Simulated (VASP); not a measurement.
Mg$_{3}$Cl$_{2}$O

```cif
data_structure
_symmetry_space_group_name_H-M 'P 1'
_symmetry_Int_Tables_number 1
_cell_length_a 5.6713
_cell_length_b 5.6713
_cell_length_c 12.2946
_cell_angle_alpha 90.000
_cell_angle_beta 90.000
_cell_angle_gamma 120.000
_cell_volume 342.47
loop_
_atom_site_label
_atom_site_type_symbol
_atom_site_fract_x
_atom_site_fract_y
_atom_site_fract_z
_atom_site_occupancy
Mg1 Mg 0.83333 0.16667 0.16667 1
Mg2 Mg 0.50000 0.50000 0.50000 1
Mg3 Mg 0.16667 0.83333 0.83333 1
Mg4 Mg 0.33333 0.16667 0.16667 1
Mg5 Mg 0.00000 0.50000 0.50000 1
Mg6 Mg 0.66667 0.83333 0.83333 1
Mg7 Mg 0.83333 0.66667 0.16667 1
Mg8 Mg 0.50000 0.00000 0.50000 1
Mg9 Mg 0.16667 0.33333 0.83333 1
Cl1 Cl 0.33333 0.66667 0.29675 1
Cl2 Cl 0.00000 0.00000 0.63008 1
Cl3 Cl 0.66667 0.33333 0.96341 1
Cl4 Cl 0.33333 0.66667 0.03659 1
Cl5 Cl 0.00000 0.00000 0.36992 1
Cl6 Cl 0.66667 0.33333 0.70325 1
O1 O 0.00000 0.00000 0.00000 1
O2 O 0.66667 0.33333 0.33333 1
O3 O 0.33333 0.66667 0.66667 1
```

Space group R-3m; a structure from a database of computed crystals, not necessarily the ambient phase; a generated structure, not necessarily the stable one; not relaxed (largest force 0.5 eV/Å); computed pressure about −2 GPa in this cell.

These are results of Kohn-Sham DFT of a periodic cell, PBE, VASP PAW PBE potentials, recommended (VASP), not measurements.

Core electrons are frozen (PAW), and the valence fields are smoothed inside the atomic spheres.

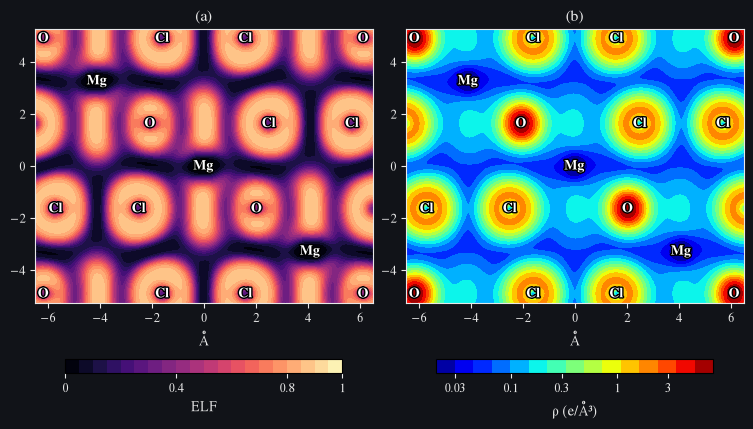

Figure 1. (a) electron localisation function; (b) valence charge density (pseudo) on the (110) plane of the conventional cell.

**What do the fields say about this system?**

Atoms in the plane: Mg, Cl and O. Mg–O (2.62 Å): ρ at the midpoint is about 0.14 e/Å³; the ELF is about 0.35 at the midpoint; a closed-shell, largely ionic contact. Mg–Cl (2.99 Å): ρ is about 0.13 e/Å³ halfway; the ELF is about 0.30 at the midpoint: a closed-shell, largely ionic contact. Between the atoms the lowest density in this plane is 0.05 e/Å³. The ELF has a maximum of about 0.90 in the space between the atoms, on no atom or two-centre bond.

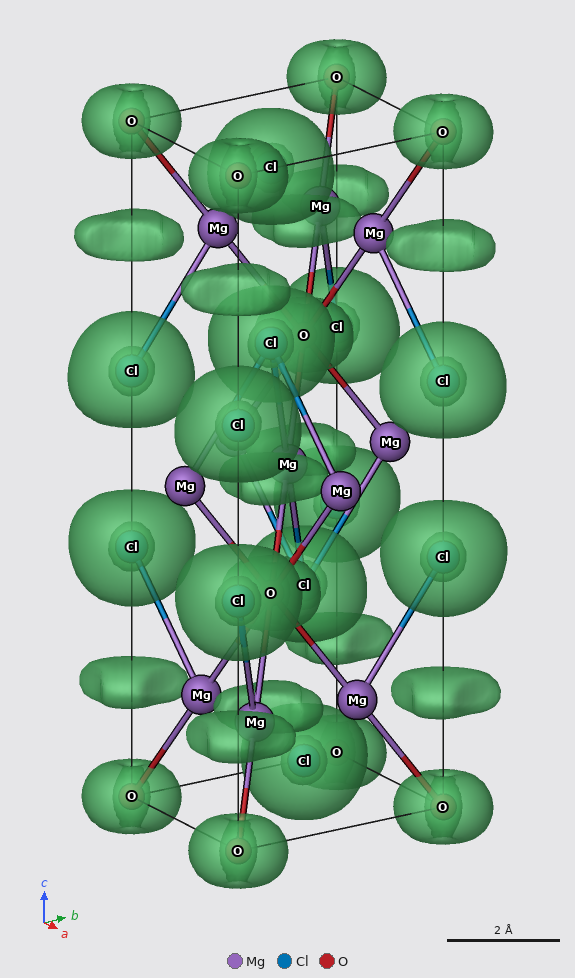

Figure 2. Isosurface of the electron localisation function at 0.75 (green), seen slightly off an axis. Core shells and regions of very low density are left out. Sticks mark near contacts.

**Describe the localisation domains.**

At this value the surface marks out six regions wrapped around Cl (the valence shell of each), three regions wrapped around O (the valence shell of each) and six pockets between the atoms, centred on no nucleus (multi-centre or interstitial), counted in one cell of 18 atoms. Regions shared between cells count once.
